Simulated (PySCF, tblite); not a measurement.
# C7H15B: geometry, infrared bands, NMR shifts, electronic excitations and core binding energies, part 2 of 2

tblite 0.8.0 and PySCF 2.14.0. Atoms count from 0. The steps go on from the part before.

### 6 Ultraviolet spectrum: wB97X-D/def2-SVPD

Job settings and geometry (Å):

```
{"job": {"kind": "uv", "xc": "wB97X-D", "basis": "def2-SVPD", "ip": true}, "charge": 0, "multiplicity": 1}
C     -1.233137     1.448171    -0.598466
C     -1.092991    -0.052014    -0.340892
C     -2.013496    -0.465339     0.820873
C     -1.492037    -0.836219    -1.598668
B      0.364666    -0.494551     0.087271
C      1.551460     0.436981     0.376145
C      2.465832     0.040959     1.539978
C      2.963196    -0.100162     0.159452
H     -0.576338     1.781789    -1.417893
H     -0.974878     2.039407     0.294464
H     -2.268724     1.708912    -0.877462
H     -3.062171    -0.209849     0.586971
H     -1.966702    -1.549062     1.011306
H     -1.751577     0.053145     1.757768
H     -2.531935    -0.602693    -1.887749
H     -1.423323    -1.923349    -1.437056
H     -0.849162    -0.584788    -2.458196
H      0.560061    -1.689258     0.233700
H      1.445846     1.516903     0.232004
H      2.210648    -0.862302     2.100586
H      2.845575     0.861687     2.154059
H      3.061968    -1.104362    -0.261044
H      3.704345     0.616850    -0.202874
```

Method: TDDFT wB97X-D/def2-SVPD, vertical, gas phase, core orbitals frozen in the response.

The program printed:

```text
coarse grid: 17992 points
cycle   1  E = -300.2189084382  dE =  9.703e-01  |g| = 3.010e-01  |ddm| = 1.157e+01
cycle   2  E = -300.2388550291  dE = -1.995e-02  |g| = 1.938e-01  |ddm| = 1.291e+00
cycle   3  E = -300.2485321317  dE = -9.677e-03  |g| = 3.860e-02  |ddm| = 7.369e-01
cycle   4  E = -300.2489685874  dE = -4.365e-04  |g| = 1.053e-02  |ddm| = 1.575e-01
cycle   5  E = -300.2489966490  dE = -2.806e-05  |g| = 2.548e-03  |ddm| = 4.975e-02
cycle   6  E = -300.2489986583  dE = -2.009e-06  |g| = 6.699e-04  |ddm| = 1.205e-02
final grid: 170248 points
cycle   7  E = -300.3004989629  dE = -1.378e-04  |g| = 5.202e-03  |ddm| = 3.656e-01
cycle   8  E = -300.3005039402  dE = -4.977e-06  |g| = 3.932e-03  |ddm| = 4.789e-02
cycle   9  E = -300.3005076903  dE = -3.750e-06  |g| = 3.970e-04  |ddm| = 1.836e-02
cycle  10  E = -300.3005077798  dE = -8.947e-08  |g| = 1.265e-04  |ddm| = 6.073e-03
cycle  11  E = -300.3005077859  dE = -6.160e-09  |g| = 4.118e-05  |ddm| = 8.638e-04
cycle  12  E = -300.3005077868  dE = -8.639e-10  |g| = 1.485e-05  |ddm| = 3.425e-04
converged SCF energy = -300.3005077868

Static polarisability (au): isotropic 98.104, principal 90.078 90.565 113.669

Singlet excitations
state   eV       nm        f      main configurations
  1   5.7197    216.8   0.00110   H->L 0.93
  2   6.3450    195.4   0.00434   H-2->L 0.63, H-1->L 0.24
  3   7.1065    174.5   0.29525   H-1->L 0.70, H-2->L 0.26
  4   7.5243    164.8   0.00735   H-3->L 0.92
  5   7.7932    159.1   0.00036   H-4->L 0.95
  6   7.8330    158.3   0.00027   H-5->L 0.84
  7   7.9383    156.2   0.02543   H->L+1 0.91
  8   8.5147    145.6   0.02489   H->L+2 0.55, H->L+3 0.21
  9   8.6091    144.0   0.00602   H->L+3 0.36, H->L+2 0.31, H-3->L+1 0.09
 10   8.6852    142.8   0.00330   H-1->L+1 0.36, H-1->L+3 0.28, H-1->L+2 0.10

Triplet excitations (Tamm-Dancoff, eV): 5.2601 5.8994 6.2640 7.0801
Vertical ionisation energy (delta-SCF) = 9.6192 eV
```

It took 8.6 min on 1 thread of Arm Neoverse V2, shared host; peak memory 1.4 GiB.

Frontier orbitals and where they lie:

```csv
orbital,eV,atoms
HOMO−3,-10.92,"C7 24 %, C6 23 %, C5 12 %"
HOMO−2,-10.50,"C5 21 %, B4 18 %, H17 12 %"
HOMO−1,-10.38,"C5 34 %, C6 18 %, C7 14 %"
HOMO,-9.57,"C1 24 %, B4 20 %, C7 8 %"
LUMO,1.17,"B4 38 %, C5 10 %, H17 8 %"
LUMO+1,2.13,"B4 36 %, C2 7 %, C3 6 %"
LUMO+2,2.79,"C0 14 %, H18 13 %, B4 9 %"
```

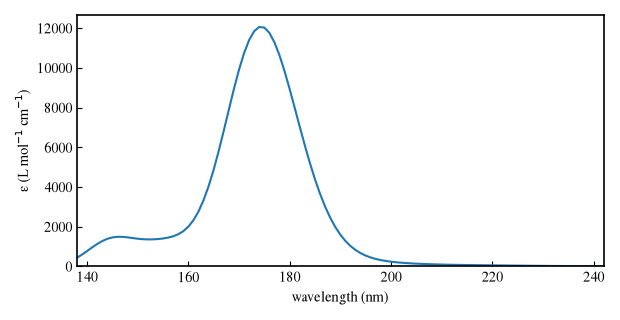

Absorption spectrum: each of the 10 states is a Gaussian band of 0.4 eV half-width at 1/e. Beyond the last state computed it falls off for lack of states.

Ground-state properties from the same run:

```csv
property,computed
dipole moment (D),0.72
polarisability (Å³),14.54
HOMO–LUMO gap (eV),10.74
−ε(HOMO) (eV),9.57
```

### 7 Shielding tensors: wB97X-D/pcSseg-1

Settings changed since step 6:

```diff
@@ -1,2 +1,2 @@
-{"job": {"kind": "uv", "xc": "wB97X-D", "basis": "def2-SVPD", "ip": true}, "charge": 0, "multiplicity": 1}
+{"job": {"kind": "nmr", "xc": "wB97X-D", "basis": "pcSseg-1", "pop": false}, "charge": 0, "multiplicity": 1}
 C     -1.233137     1.448171    -0.598466
```

Level: GIAO wB97X-D/pcSseg-1 NMR shielding, non-relativistic, gas phase.

The program printed:

```text
coarse grid: 17992 points
cycle   1  E = -300.3770914705  dE =  1.046e+00  |g| = 3.064e-01  |ddm| = 3.909e+00
cycle   2  E = -300.3973553359  dE = -2.026e-02  |g| = 1.997e-01  |ddm| = 4.579e-01
cycle   3  E = -300.4074413058  dE = -1.009e-02  |g| = 3.836e-02  |ddm| = 2.010e-01
cycle   4  E = -300.4078607827  dE = -4.195e-04  |g| = 1.026e-02  |ddm| = 4.903e-02
cycle   5  E = -300.4078864837  dE = -2.570e-05  |g| = 2.619e-03  |ddm| = 1.146e-02
cycle   6  E = -300.4078884683  dE = -1.985e-06  |g| = 6.726e-04  |ddm| = 3.787e-03
final grid: 170248 points
cycle   7  E = -300.4602614833  dE = -2.737e-04  |g| = 6.009e-03  |ddm| = 5.520e-02
cycle   8  E = -300.4602681197  dE = -6.636e-06  |g| = 4.584e-03  |ddm| = 1.224e-02
cycle   9  E = -300.4602730027  dE = -4.883e-06  |g| = 4.557e-04  |ddm| = 3.321e-03
cycle  10  E = -300.4602731171  dE = -1.144e-07  |g| = 1.378e-04  |ddm| = 1.401e-03
cycle  11  E = -300.4602731238  dE = -6.704e-09  |g| = 4.877e-05  |ddm| = 2.356e-04
cycle  12  E = -300.4602731248  dE = -1.019e-09  |g| = 1.479e-05  |ddm| = 8.882e-05
cycle  13  E = -300.4602731250  dE = -1.245e-10  |g| = 3.751e-06  |ddm| = 3.163e-05
converged SCF energy = -300.4602731250

GIAO shielding tensors (ppm)
atom      isotropic    diamagn.    paramagn.     s11        s22        s33       span
  0 C      156.466     248.578     -92.112    142.263    147.890    179.246     36.983
  1 C      159.077     245.952     -86.874    145.205    158.238    173.790     28.585
  2 C      158.775     248.366     -89.591    141.767    149.837    184.722     42.955
  3 C      157.117     247.576     -90.459    138.134    149.355    183.862     45.729
  4 B       19.047     192.509    -173.461    -55.093     17.684     94.551    149.644
  5 C      175.802     251.031     -75.229    122.125    180.216    225.066    102.941
  6 C      175.048     253.607     -78.559    148.431    176.762    199.950     51.518
  7 C      174.149     254.128     -79.979    147.112    175.412    199.924     52.812
  8 H       30.088      32.437      -2.349     26.373     28.275     35.616      9.243
  9 H       30.035      32.682      -2.647     26.206     28.689     35.210      9.004
 10 H       30.595      31.541      -0.945     26.846     28.762     36.178      9.331
 11 H       30.530      30.973      -0.444     27.204     28.143     36.242      9.038
 12 H       30.409      31.407      -0.998     26.631     27.765     36.833     10.202
 13 H       30.657      31.727      -1.070     26.235     28.909     36.827     10.593
 14 H       30.531      30.779      -0.249     27.074     28.270     36.248      9.175
 15 H       30.273      31.096      -0.823     26.381     27.802     36.637     10.256
 16 H       30.489      31.213      -0.724     26.283     28.378     36.805     10.522
 17 H       25.784      33.887      -8.103     20.455     26.609     30.289      9.833
 18 H       30.901      34.341      -3.440     23.640     30.531     38.530     14.890
 19 H       30.599      31.387      -0.788     24.970     27.453     39.375     14.405
 20 H       30.410      30.038       0.373     24.878     26.401     39.953     15.074
 21 H       30.547      31.293      -0.746     24.767     27.358     39.516     14.750
 22 H       30.357      29.914       0.443     24.770     26.404     39.896     15.127
```

Wall time 51 s (1 thread of Arm Neoverse V2, shared host); peak memory 1.1 GiB.

This run: δ C0 27.1, C1 25.5, C6 9.9, C5 8.7, H17 5.60, H20 1.00 ppm (means over like atoms).

### 8 Core holes by ΔSCF: SCAN, X2C

Settings changed since step 7:

```diff
@@ -1,2 +1,2 @@
-{"job": {"kind": "nmr", "xc": "wB97X-D", "basis": "pcSseg-1", "pop": false}, "charge": 0, "multiplicity": 1}
+{"job": {"kind": "xps"}, "charge": 0, "multiplicity": 1}
 C     -1.233137     1.448171    -0.598466
```

Method: delta-SCF UKS SCAN, pcX-2 on the ionised atom, pcseg-1 elsewhere, spin-free X2C.

The program printed:

```text
ground state, core basis on atom 0 (C), 218 functions
  cycle   1  E = -300.37835357  |g| = 6.31e-01
  cycle   2  E = -300.27953244  |g| = 8.69e-01
  cycle   3  E = -300.49224285  |g| = 6.86e-02
  cycle   4  E = -300.49313268  |g| = 3.48e-02
  cycle   5  E = -300.49341875  |g| = 9.94e-03
  cycle   6  E = -300.49343889  |g| = 3.95e-03
  cycle   7  E = -300.49344499  |g| = 7.17e-04
  cycle   8  E = -300.49344505  |g| = 2.53e-04
  E(ground) = -300.51056717 Eh
hole in C 1s of atom 0
  cycle   1  E = -289.26756188  |g| = 1.51e+00
  cycle   2  E = -288.62436596  |g| = 1.80e+00
  cycle   3  E = -289.78925145  |g| = 3.26e-01
  cycle   4  E = -289.82748415  |g| = 1.11e-01
  cycle   5  E = -289.83241493  |g| = 4.85e-02
  cycle   6  E = -289.83346538  |g| = 1.35e-02
  cycle   7  E = -289.83356063  |g| = 6.38e-03
  cycle   8  E = -289.83358637  |g| = 1.51e-03
  cycle   9  E = -289.83358747  |g| = 8.46e-04
  cycle  10  E = -289.83358864  |g| = 3.65e-04
  E(ion) = -289.84987621 Eh   <S^2> = 0.7685   hole on atom = 1.000   binding energy = 290.092 eV
ground state, core basis on atom 1 (C), 218 functions
  cycle   1  E = -300.49492094  |g| = 5.97e-02
  cycle   2  E = -300.49486792  |g| = 2.58e-02
  cycle   3  E = -300.49493242  |g| = 2.02e-02
  cycle   4  E = -300.49503713  |g| = 1.60e-03
  cycle   5  E = -300.49503718  |g| = 3.62e-04
  E(ground) = -300.51210480 Eh
hole in C 1s of atom 1
  cycle   1  E = -289.26451555  |g| = 1.52e+00
  cycle   2  E = -288.19896782  |g| = 2.09e+00
  cycle   3  E = -289.77351239  |g| = 3.97e-01
  cycle   4  E = -289.82054859  |g| = 2.16e-01
  cycle   5  E = -289.84533617  |g| = 7.12e-02
  cycle   6  E = -289.84786281  |g| = 9.28e-03
  cycle   7  E = -289.84790381  |g| = 6.80e-03
  cycle   8  E = -289.84793182  |g| = 2.13e-03
  cycle   9  E = -289.84793639  |g| = 1.14e-03
  cycle  10  E = -289.84793670  |g| = 6.83e-04
  cycle  11  E = -289.84793819  |g| = 1.33e-04
  E(ion) = -289.86392055 Eh   <S^2> = 0.7710   hole on atom = 1.000   binding energy = 289.752 eV
ground state, core basis on atom 4 (B), 218 functions
  cycle   1  E = -300.48649603  |g| = 4.83e-02
  cycle   2  E = -300.48639317  |g| = 2.87e-02
  cycle   3  E = -300.48652069  |g| = 1.96e-02
  cycle   4  E = -300.48662735  |g| = 3.90e-03
  cycle   5  E = -300.48663247  |g| = 5.32e-04
  cycle   6  E = -300.48663245  |g| = 1.02e-04
  E(ground) = -300.50489465 Eh
hole in B 1s of atom 4
  cycle   1  E = -292.89842327  |g| = 1.17e+00
  cycle   2  E = -291.37313178  |g| = 1.94e+00
  cycle   3  E = -293.19160696  |g| = 4.57e-01
  cycle   4  E = -293.26925677  |g| = 3.08e-01
  cycle   5  E = -293.32011880  |g| = 9.06e-02
  cycle   6  E = -293.32452639  |g| = 3.26e-02
  cycle   7  E = -293.32512008  |g| = 1.05e-02
  cycle   8  E = -293.32520681  |g| = 5.47e-03
  cycle   9  E = -293.32523317  |g| = 3.20e-03
  cycle  10  E = -293.32524652  |g| = 1.46e-03
  cycle  11  E = -293.32525035  |g| = 6.33e-04
  cycle  12  E = -293.32524937  |g| = 2.96e-04
  E(ion) = -293.34395920 Eh   <S^2> = 0.8053   hole on atom = 1.000   binding energy = 194.859 eV
ground state, core basis on atom 5 (C), 218 functions
  cycle   1  E = -300.49526293  |g| = 5.75e-02
  cycle   2  E = -300.49521427  |g| = 2.05e-02
  cycle   3  E = -300.49516276  |g| = 2.43e-02
  cycle   4  E = -300.49532193  |g| = 1.59e-03
  cycle   5  E = -300.49532275  |g| = 5.50e-04
  cycle   6  E = -300.49532256  |g| = 5.07e-05
  E(ground) = -300.51301145 Eh
hole in C 1s of atom 5
  cycle   1  E = -289.26096359  |g| = 1.52e+00
  cycle   2  E = -288.37243199  |g| = 1.97e+00
  cycle   3  E = -289.77536593  |g| = 3.82e-01
  cycle   4  E = -289.82811654  |g| = 1.51e-01
  cycle   5  E = -289.83835589  |g| = 5.49e-02
  cycle   6  E = -289.83981862  |g| = 9.15e-03
  cycle   7  E = -289.83985690  |g| = 7.17e-03
  cycle   8  E = -289.83988801  |g| = 2.20e-03
  cycle   9  E = -289.83989295  |g| = 9.99e-04
  cycle  10  E = -289.83989408  |g| = 4.61e-04
  E(ion) = -289.85629009 Eh   <S^2> = 0.7716   hole on atom = 1.000   binding energy = 289.984 eV
ground state, core basis on atom 6 (C), 218 functions
  cycle   1  E = -300.49564034  |g| = 5.76e-02
  cycle   2  E = -300.49556770  |g| = 2.39e-02
  cycle   3  E = -300.49554580  |g| = 2.53e-02
  cycle   4  E = -300.49570770  |g| = 1.66e-03
  cycle   5  E = -300.49571041  |g| = 3.81e-04
  E(ground) = -300.51313704 Eh
hole in C 1s of atom 6
  cycle   1  E = -289.23900903  |g| = 1.51e+00
  cycle   2  E = -288.34233690  |g| = 1.96e+00
  cycle   3  E = -289.75342333  |g| = 3.69e-01
  cycle   4  E = -289.79916111  |g| = 1.70e-01
  cycle   5  E = -289.81248963  |g| = 6.33e-02
  cycle   6  E = -289.81436918  |g| = 1.19e-02
  cycle   7  E = -289.81444333  |g| = 6.63e-03
  cycle   8  E = -289.81447455  |g| = 2.39e-03
  cycle   9  E = -289.81447838  |g| = 1.38e-03
  cycle  10  E = -289.81447961  |g| = 5.19e-04
  cycle  11  E = -289.81448094  |g| = 1.75e-04
  E(ion) = -289.83072042 Eh   <S^2> = 0.7719   hole on atom = 1.000   binding energy = 290.683 eV
```

Wall time 1.9 min (1 thread of Arm Neoverse V2, shared host); peak memory 0.73 GiB.

The holes in one table. −ε is the ground-state orbital energy:

```csv
hole,stands for,environment,ΔSCF (eV),−ε (eV),⟨S²⟩
C1s on C0,"C0, C2, C3",methyl carbon,290.09,273.1,0.768
C1s on C1,C1,fully substituted sp3 carbon bonded to B,289.75,273.3,0.771
B1s on B4,B4,"boron bonded to 2 C, H",194.86,179.6,0.805
C1s on C5,C5,three-membered-ring carbon,289.98,273.4,0.772
C1s on C6,"C6, C7",three-membered-ring carbon,290.68,274.0,0.772
```

Each hole run stands for the others of its class of like atoms.

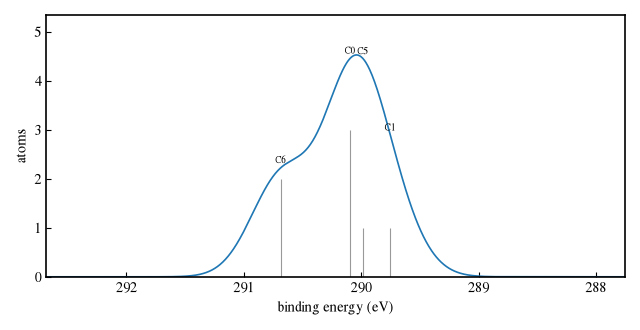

The C1s photoelectron lines, weighted by the number of atoms. Lines are broadened to a width of 0.60 eV (Gaussian).

### 9 Comparing the runs: NMR shifts

Shifts (ppm) of some atoms, chosen among heavy atoms and hydrogens apart, means over like atoms, with basis size and wall time:

```csv
run,C0,C1,C5,C6,H17,H18,B4,functions,time
PBE0/pcSseg-1,27.0,26.9,10.7,10.6,5.77,0.62,85.7,211,38 s
wB97X-D/pcSseg-1,27.1,25.5,8.7,9.9,5.60,0.48,82.6,211,51 s
```

### 10 Summary of results

What follows sums up all 2 parts.

| quantity | value |
| --- | --- |
| strongest single infrared mode (GFN2-xTB) | 3008 cm⁻¹, 166 km/mol |
| zero-point energy (GFN2-xTB) | 127.9 kcal/mol |
| point group | C1 |
| rotational constants (main isotopes) | 3.58, 1.05, 1.03 GHz |
| 13C shifts against TMS (PBE0/pcSseg-1, means over atoms taken as alike) | 27.0, 26.9, 10.7, 10.6 ppm |
| 1H shifts against TMS (PBE0/pcSseg-1, means over atoms taken as alike) | 5.77, 1.04, 0.98, 0.85, 0.62 ppm |
| 11B shifts against BF3·OEt2 (PBE0/pcSseg-1) | 85.7 ppm |
| lowest singlet (wB97X-D/def2-SVPD) | 5.72 eV (217 nm), f = 0.001 |
| brightest single state of those computed | state 3, 7.11 eV, f = 0.295 |
| lowest triplet | 5.26 eV |
| vertical ionisation energy (ΔSCF) | 9.62 eV |
| C1s binding energies, SCAN/pcX-2 | C6 290.68, C0 290.09, C5 289.98, C1 289.75 eV |
| B1s binding energies, SCAN/pcX-2 | B4 194.86 eV |
| range of the shift of B4 | 82.6 to 85.7 ppm |

What this shows: Relaxing lowered the energy by 0.933 eV in 167 steps; the close pair that moved most is C3–H15, from 1.136 to 1.087 Å (GFN2-xTB). No mode is imaginary among the 63: a minimum at this level. The strongest single mode, at 3008 cm⁻¹, has its largest shares on H14, H10 and H11 (the list is cut at 3 atoms). GFN2-xTB is a fitted tight-binding method: band positions and strengths are rough. Its intensities can rank the bands wrongly. The optimisation took 5 steps and gained 0.213 eV; among the close pairs (by a distance rule), B4–H17 changed most, from 1.163 to 1.219 Å (PBE0/def2-SVP). No frequency check was run at this level, so the end point may be a saddle. At PBE0/pcSseg-1: The widest tensor belongs to B4: span 156 ppm, with a paramagnetic part of -177 ppm. The lowest singlet, at 5.72 eV, is HOMO→LUMO 0.93 and is weak; of the 10 states computed, the strongest absorption comes from state 3 at 7.11 eV. The lowest triplet lies 0.46 eV below the lowest singlet (triplets in Tamm-Dancoff, singlets in full TDDFT). The orbital energy would give 9.57 eV for ionisation, ΔSCF gives 9.62 eV. The C1s levels kept as sound span 0.93 eV, from C1 (fully substituted sp3 carbon bonded to B) up to C6 (three-membered-ring carbon). In ppm, B4 moves most: its shift spreads over 3.1 ppm, from 82.6 (wB97X-D/pcSseg-1) to 85.7 (PBE0/pcSseg-1).
